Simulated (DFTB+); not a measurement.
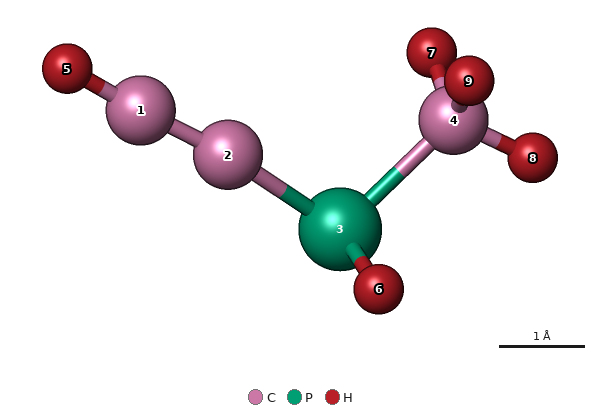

**Figure 1.** The input geometry (ball-and-stick view, seen at a tilt; atoms are numbered from 1 in the order of the input). Bond lengths as drawn: C–C 1.22 Å, C–H 1.08 to 1.10 Å, C–P 1.77 to 1.87 Å and H–P 1.43 Å.

# Run report: C3H5P, frequency calculation (part 1 of 4)

- system: C3H5P, SMILES C#CPC
- method: DFTB2, R-SCC (DFTB+ 25.1)

The geometry was optimised with DFTB2.

Input (dftb_in.hsd):
```
Geometry = GenFormat {
  <<< "start.gen"
}

Driver = SecondDerivatives {
  Delta = 0.001
}

Hamiltonian = DFTB {
  SCC = Yes
  SlaterKosterFiles = Type2FileNames {
    Prefix = "slakos/"
    Separator = ""
    Suffix = ".spl"
    LowerCaseTypeName = Yes
  }
  MaxAngularMomentum = {
    C = "p"
    P = "d"
    H = "s"
  }
  SCCTolerance = 1e-09
  Filling = Fermi {
    Temperature [K] = 300
  }
}

Options = {
  WriteResultsTag = Yes
}

ParserOptions = {
  ParserVersion = 14
}
```

File start.gen:
```
9 C
C P H
   1  1      1.994254      0.790753      1.200041
   2  1      1.180981      0.564951      0.320368
   3  2      0.245232      0.135151     -1.123898
   4  1     -1.187410     -0.817688     -0.385780
   5  3      2.649200      1.018437      2.022369
   6  3     -0.423318      1.389147     -1.308134
   7  3     -0.845809     -1.773673      0.029523
   8  3     -1.925872     -1.042538     -1.164965
   9  3     -1.699019     -0.266390      0.413631
```

File modes_in.hsd:
```
Geometry = GenFormat {
  <<< "start.gen"
}
Hessian = {
  <<< "hessian.out"
}
RemoveTranslation = Yes
RemoveRotation = Yes
InputVersion = 3
```

Run on 1 thread of AMD EPYC (Zen 5), 24 GiB of memory available, shared host.

Launch command:
```bash
dftb+ > run.log && modes > modes.log
```

Output:
```
|  DFTB+ development version (commit: a23bfb2)

Reading input file 'dftb_in.hsd'
Parser version: 14

--------------------------------------------------------------------------------
Reading SK-files:
./slakos/cc.spl
./slakos/cp.spl
./slakos/ch.spl
./slakos/pp.spl
./slakos/ph.spl
./slakos/hh.spl
Done.

Processed input in HSD format written to 'dftb_pin.hsd'

Starting initialization...
--------------------------------------------------------------------------------
OpenMP threads:              1
Chosen random seed:          1685143474
Current stacksize:           unlimited
Mode:                        2nd derivatives calculation
Mode:                        Calculated for atoms:
           1           2           3           4           5           6           7           8           9
Self consistent charges:     Yes
SCC-tolerance:                 0.100000E-08
Max. scc iterations:                    100
Shell resolved Hubbard:      No
Spin polarisation:           No
Nr. of up electrons:            11.000000
Nr. of down electrons:          11.000000
Periodic boundaries:         No
Electronic solver:           Relatively robust
Mixer:                       Broyden mixer
Mixing parameter:                  0.200000
Nr. of chrg. vec. in memory:            100
Max. SCC-cycles:                        100
Electronic temperature:              0.950045E-03 H      0.258520E-01 eV
Initial charges:             Set automatically (system chrg:   0.000E+00)
Included shells:             C:  s, p
                             P:  s, p, d
                             H:  s
Extra options:
                             Mulliken analysis
Force type                   original

--------------------------------------------------------------------------------

***  Geometry step: 0

 iSCC Total electronic   Diff electronic      SCC error
    1   -0.89972715E+01    0.00000000E+00    0.30577565E+00
    2   -0.90003036E+01   -0.89972715E+01    0.22345672E+00
    3   -0.90024610E+01   -0.30320525E-02    0.53175318E-01
    4   -0.90025415E+01   -0.21574494E-02    0.53579369E-02
    5   -0.90025456E+01   -0.80502615E-04    0.14250102E-02
    6   -0.90025460E+01   -0.40787475E-05    0.32969718E-03
    7   -0.90025460E+01   -0.34894664E-06    0.31801572E-04
    8   -0.90025460E+01   -0.74805691E-08    0.18403616E-04
    9   -0.90025460E+01   -0.95914388E-10    0.23413383E-05
   10   -0.90025460E+01   -0.44552806E-10    0.19682165E-06
   11   -0.90025460E+01   -0.60751404E-12    0.50443617E-07
   12   -0.90025460E+01   -0.53290705E-14    0.14298751E-09

Total Energy:                       -8.7684415300 H         -238.6014 eV
Extrapolated to 0K:                 -8.7684415300 H         -238.6014 eV
Total Mermin free energy:           -8.7684415300 H         -238.6014 eV
Force related energy:               -8.7684415300 H         -238.6014 eV

--------------------------------------------------------------------------------

***  Geometry step: 1

 iSCC Total electronic   Diff electronic      SCC error
    1   -0.90019490E+01    0.00000000E+00    0.74521429E-04
    2   -0.90019490E+01    0.59697256E-03    0.56564649E-04
    3   -0.90019490E+01   -0.13125323E-09    0.15532190E-04
    4   -0.90019490E+01   -0.82202689E-10    0.15234275E-05
    5   -0.90019490E+01   -0.94164676E-11    0.33148729E-06
    6   -0.90019490E+01   -0.49027449E-12    0.35617845E-07
    7   -0.90019490E+01   -0.53290705E-14    0.77641262E-08
    8   -0.90019490E+01    0.17763568E-14    0.49609972E-09

Total Energy:                       -8.7684415330 H         -238.6014 eV
Extrapolated to 0K:                 -8.7684415330 H         -238.6014 eV
Total Mermin free energy:           -8.7684415330 H         -238.6014 eV
Force related energy:               -8.7684415330 H         -238.6014 eV

--------------------------------------------------------------------------------

***  Geometry step: 2

 iSCC Total electronic   Diff electronic      SCC error
    1   -0.90023256E+01    0.00000000E+00    0.50888727E-04
    2   -0.90023256E+01   -0.37658774E-03    0.36773928E-04
    3   -0.90023256E+01   -0.78781426E-10    0.15710058E-04
    4   -0.90023256E+01   -0.43259618E-10    0.10870713E-05
    5   -0.90023256E+01   -0.46558313E-11    0.25849643E-06
    6   -0.90023256E+01   -0.26112446E-12    0.25856090E-07
    7   -0.90023256E+01    0.00000000E+00    0.33024978E-08
    8   -0.90023256E+01   -0.35527137E-14    0.32231506E-09

Total Energy:                       -8.7684418142 H         -238.6014 eV
Extrapolated to 0K:                 -8.7684418142 H         -238.6014 eV
Total Mermin free energy:           -8.7684418142 H         -238.6014 eV
Force related energy:               -8.7684418142 H         -238.6014 eV

--------------------------------------------------------------------------------

***  Geometry step: 3

 iSCC Total electronic   Diff electronic      SCC error
    1   -0.90021691E+01    0.00000000E+00    0.29864079E-04
    2   -0.90021691E+01    0.15651658E-03    0.19630740E-04
    3   -0.90021691E+01   -0.47242210E-10    0.12359870E-04
    4   -0.90021691E+01   -0.19918289E-10    0.85922622E-06
    5   -0.90021691E+01   -0.19131363E-11    0.13663495E-06
    6   -0.90021691E+01   -0.10480505E-12    0.13606066E-07
    7   -0.90021691E+01    0.00000000E+00    0.16166553E-08
    8   -0.90021691E+01    0.17763568E-14    0.14191925E-09

Total Energy:                       -8.7684417956 H         -238.6014 eV
Extrapolated to 0K:                 -8.7684417956 H         -238.6014 eV
Total Mermin free energy:           -8.7684417956 H         -238.6014 eV
Force related energy:               -8.7684417956 H         -238.6014 eV

--------------------------------------------------------------------------------

***  Geometry step: 4

 iSCC Total electronic   Diff electronic      SCC error
    1   -0.90025589E+01    0.00000000E+00    0.62006071E-04
    2   -0.90025589E+01   -0.38980512E-03    0.44655071E-04
    3   -0.90025589E+01   -0.16566837E-09    0.24640373E-04
    4   -0.90025589E+01   -0.77799100E-10    0.14880169E-05
    5   -0.90025589E+01   -0.75441875E-11    0.29332618E-06
    6   -0.90025589E+01   -0.46007642E-12    0.30681770E-07
    7   -0.90025589E+01   -0.35527137E-14    0.79433944E-08
    8   -0.90025589E+01    0.00000000E+00    0.57722449E-09

Total Energy:                       -8.7684414406 H         -238.6014 eV
Extrapolated to 0K:                 -8.7684414406 H         -238.6014 eV
Total Mermin free energy:           -8.7684414406 H         -238.6014 eV
Force related energy:               -8.7684414406 H         -238.6014 eV

--------------------------------------------------------------------------------

***  Geometry step: 5

 iSCC Total electronic   Diff electronic      SCC error
    1   -0.90019361E+01    0.00000000E+00    0.96712803E-04
    2   -0.90019361E+01    0.62274439E-03    0.69655469E-04
    3   -0.90019361E+01   -0.37026560E-09    0.36166341E-04
    4   -0.90019361E+01   -0.18227553E-09    0.22256117E-05
    5   -0.90019361E+01   -0.17415402E-10    0.37454500E-06
    6   -0.90019361E+01   -0.11244339E-11    0.50495588E-07
    7   -0.90019361E+01   -0.88817842E-14    0.18760989E-07
    8   -0.90019361E+01    0.00000000E+00    0.10469851E-08
    9   -0.90019361E+01   -0.17763568E-14    0.15002266E-09

Total Energy:                       -8.7684414277 H         -238.6014 eV
Extrapolated to 0K:                 -8.7684414277 H         -238.6014 eV
Total Mermin free energy:           -8.7684414277 H         -238.6014 eV
Force related energy:               -8.7684414277 H         -238.6014 eV

--------------------------------------------------------------------------------

***  Geometry step: 6

 iSCC Total electronic   Diff electronic      SCC error
    1   -0.90019302E+01    0.00000000E+00    0.79481925E-04
    2   -0.90019302E+01    0.59381141E-05    0.48269257E-04
    3   -0.90019302E+01   -0.34125414E-09    0.51711467E-05
    4   -0.90019302E+01   -0.21401192E-09    0.65631385E-06
    5   -0.90019302E+01   -0.89350749E-12    0.18398295E-06
    6   -0.90019302E+01   -0.19539925E-13    0.97747207E-08
    7   -0.90019302E+01   -0.71054274E-14    0.61475406E-08
    8   -0.90019302E+01    0.35527137E-14    0.55059080E-09

Total Energy:                       -8.7684415641 H         -238.6014 eV
Extrapolated to 0K:                 -8.7684415641 H         -238.6014 eV
Total Mermin free energy:           -8.7684415641 H         -238.6014 eV
Force related energy:               -8.7684415641 H         -238.6014 eV

--------------------------------------------------------------------------------

***  Geometry step: 7

 iSCC Total electronic   Diff electronic      SCC error
    1   -0.90025648E+01    0.00000000E+00    0.14422314E-03
    2   -0.90025648E+01   -0.63459433E-03    0.10128326E-03
    3   -0.90025648E+01   -0.94456709E-09    0.30939702E-04
    4   -0.90025648E+01   -0.53820948E-09    0.64129027E-05
    5   -0.90025648E+01   -0.18385293E-10    0.25538843E-06
    6   -0.90025648E+01   -0.21547208E-11    0.24667090E-07
    7   -0.90025648E+01   -0.53290705E-14    0.13443614E-07
    8   -0.90025648E+01    0.00000000E+00    0.13871426E-08
    9   -0.90025648E+01    0.17763568E-14    0.13813950E-09

Total Energy:                       -8.7684415763 H         -238.6014 eV
Extrapolated to 0K:                 -8.7684415763 H         -238.6014 eV
Total Mermin free energy:           -8.7684415763 H         -238.6014 eV
Force related energy:               -8.7684415763 H         -238.6014 eV

--------------------------------------------------------------------------------

***  Geometry step: 8

 iSCC Total electronic   Diff electronic      SCC error
    1   -0.90021678E+01    0.00000000E+00    0.13406891E-03
    2   -0.90021678E+01    0.39696436E-03    0.94393506E-04
    3   -0.90021678E+01   -0.87990770E-09    0.27686445E-04
    4   -0.90021678E+01   -0.48726356E-09    0.56497623E-05
    5   -0.90021678E+01   -0.14322765E-10    0.23510379E-06
    6   -0.90021678E+01   -0.16413537E-11    0.20415968E-07
    7   -0.90021678E+01   -0.53290705E-14    0.12966946E-07
    8   -0.90021678E+01   -0.17763568E-14    0.12045094E-08
    9   -0.90021678E+01    0.17763568E-14    0.55092708E-10

Total Energy:                       -8.7684417984 H         -238.6014 eV
Extrapolated to 0K:                 -8.7684417984 H         -238.6014 eV
Total Mermin free energy:           -8.7684417984 H         -238.6014 eV
Force related energy:               -8.7684417984 H         -238.6014 eV

--------------------------------------------------------------------------------

***  Geometry step: 9

 iSCC Total electronic   Diff electronic      SCC error
    1   -0.90023268E+01    0.00000000E+00    0.12401343E-03
    2   -0.90023268E+01   -0.15902226E-03    0.87514745E-04
    3   -0.90023268E+01   -0.83077367E-09    0.23774220E-04
    4   -0.90023268E+01   -0.44862958E-09    0.49318648E-05
    5   -0.90023268E+01   -0.12407853E-10    0.31122255E-06
    6   -0.90023268E+01   -0.11617374E-11    0.22907639E-07
    7   -0.90023268E+01   -0.71054274E-14    0.15147541E-07
    8   -0.90023268E+01    0.17763568E-14    0.63496719E-09

Total Energy:                       -8.7684418085 H         -238.6014 eV
Extrapolated to 0K:                 -8.7684418085 H         -238.6014 eV
Total Mermin free energy:           -8.7684418085 H         -238.6014 eV
Force related energy:               -8.7684418085 H         -238.6014 eV

--------------------------------------------------------------------------------

***  Geometry step: 10

 iSCC Total electronic   Diff electronic      SCC error
    1   -0.90019261E+01    0.00000000E+00    0.25900741E-03
    2   -0.90019262E+01    0.40069440E-03    0.16606411E-03
    3   -0.90019262E+01   -0.29624072E-08    0.51159301E-04
    4   -0.90019262E+01   -0.14469705E-08    0.93597746E-05
    5   -0.90019262E+01   -0.53868021E-10    0.33847615E-06
    6   -0.90019262E+01   -0.39630521E-11    0.50400774E-07
    7   -0.90019262E+01   -0.88817842E-14    0.17397865E-07
    8   -0.90019262E+01    0.00000000E+00    0.52519411E-09

Total Energy:                       -8.7684414800 H         -238.6014 eV
Extrapolated to 0K:                 -8.7684414800 H         -238.6014 eV
Total Mermin free energy:           -8.7684414800 H         -238.6014 eV
Force related energy:               -8.7684414800 H         -238.6014 eV

--------------------------------------------------------------------------------

***  Geometry step: 11

 iSCC Total electronic   Diff electronic      SCC error
    1   -0.90025689E+01    0.00000000E+00    0.39711573E-03
    2   -0.90025689E+01   -0.64273242E-03    0.24453788E-03
    3   -0.90025689E+01   -0.65688663E-08    0.78390098E-04
    4   -0.90025689E+01   -0.31215581E-08    0.13948703E-04
    5   -0.90025689E+01   -0.12489743E-09    0.37516827E-06
    6   -0.90025689E+01   -0.86473051E-11    0.13431555E-06
    7   -0.90025689E+01   -0.21316282E-13    0.38568807E-07
    8   -0.90025689E+01   -0.17763568E-14    0.11867132E-08
    9   -0.90025689E+01    0.00000000E+00    0.18861190E-09

Total Energy:                       -8.7684414889 H         -238.6014 eV
Extrapolated to 0K:                 -8.7684414889 H         -238.6014 eV
Total Mermin free energy:           -8.7684414889 H         -238.6014 eV
Force related energy:               -8.7684414889 H         -238.6014 eV

--------------------------------------------------------------------------------

***  Geometry step: 12

 iSCC Total electronic   Diff electronic      SCC error
    1   -0.90022557E+01    0.00000000E+00    0.20387514E-03
    2   -0.90022557E+01    0.31315560E-03    0.13063629E-03
    3   -0.90022557E+01   -0.58370553E-09    0.13162437E-04
    4   -0.90022557E+01   -0.39519321E-09    0.26007797E-05
    5   -0.90022557E+01   -0.56008531E-11    0.37756571E-06
    6   -0.90022557E+01   -0.56843419E-12    0.36553282E-07
    7   -0.90022557E+01   -0.88817842E-14    0.22123252E-07
    8   -0.90022557E+01    0.00000000E+00    0.18560653E-09

Total Energy:                       -8.7684417194 H         -238.6014 eV
Extrapolated to 0K:                 -8.7684417194 H         -238.6014 eV
Total Mermin free energy:           -8.7684417194 H         -238.6014 eV
Force related energy:               -8.7684417194 H         -238.6014 eV

--------------------------------------------------------------------------------

***  Geometry step: 13

 iSCC Total electronic   Diff electronic      SCC error
    1   -0.90022391E+01    0.00000000E+00    0.20956776E-03
    2   -0.90022391E+01    0.16625422E-04    0.15264073E-03
    3   -0.90022391E+01   -0.65826917E-08    0.42138635E-04
    4   -0.90022391E+01   -0.35909302E-08    0.80505064E-05
    5   -0.90022391E+01   -0.93383079E-10    0.14920281E-05
    6   -0.90022391E+01   -0.54729554E-11    0.69709796E-07
    7   -0.90022391E+01   -0.67501560E-13    0.48012656E-07
    8   -0.90022391E+01    0.53290705E-14    0.45032316E-08
    9   -0.90022391E+01   -0.35527137E-14    0.13739077E-09

Total Energy:                       -8.7684417189 H         -238.6014 eV
Extrapolated to 0K:                 -8.7684417189 H         -238.6014 eV
Total Mermin free energy:           -8.7684417189 H         -238.6014 eV
Force related energy:               -8.7684417189 H         -238.6014 eV

--------------------------------------------------------------------------------

***  Geometry step: 14

 iSCC Total electronic   Diff electronic      SCC error
    1   -0.90022146E+01    0.00000000E+00    0.19362441E-03
    2   -0.90022146E+01    0.24500940E-04    0.12741705E-03
    3   -0.90022146E+01   -0.34604355E-08    0.32352955E-04
    4   -0.90022146E+01   -0.18960176E-08    0.77469953E-05
    5   -0.90022146E+01   -0.48750337E-10    0.79351773E-06
    6   -0.90022146E+01   -0.20730084E-11    0.47800680E-07
    7   -0.90022146E+01   -0.67501560E-13    0.29743934E-07
    8   -0.90022146E+01    0.35527137E-14    0.37916038E-08
    9   -0.90022146E+01    0.00000000E+00    0.93159258E-10
```
